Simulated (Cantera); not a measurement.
Input: 1 mol Pb, 6.9 mol CO, 5.7 mol N2, equilibrated at 5.40 bar.

Method: chemical equilibrium by Gibbs-energy minimisation in Cantera with the NASA 1993 tables (ideal gas, pure condensed phases). Candidate condensed phases: C, Pb, PbO, PbO2, Pb3O4; 27 gas species. Kinetics and transport are ignored.

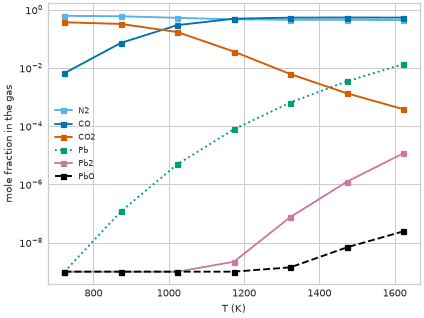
*Equilibrium gas composition (values under 1e-9 drawn at 1e-9)*

From 723 K to 1623 K the condensed part is C(graphite) + Pb(l).
